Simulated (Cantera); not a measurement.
A closed system holds: 1 mol HF, 0.8 mol H2, a varied amount of O2, at 3423 K and 1300000 Pa.

These are equilibrium values from Cantera (NASA tables, ideal gas, pure condensed phases), not measurements of a reactor. Candidate condensed phases: H2O; 22 gas species. Equilibrium is a limit: real reactors are often held back by kinetics, nucleation or transport.

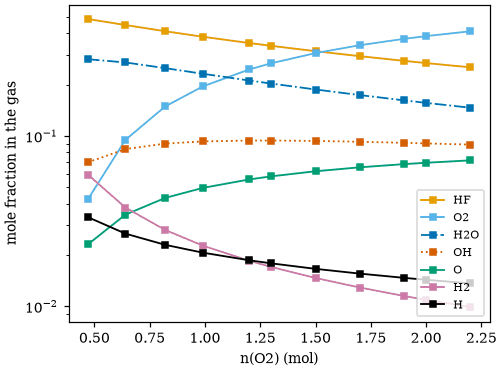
Fig. 1. Equilibrium gas composition (values under 1e-9 drawn at 1e-9)

From 0.47 mol O2 to 2.2 mol O2 nothing is condensed.
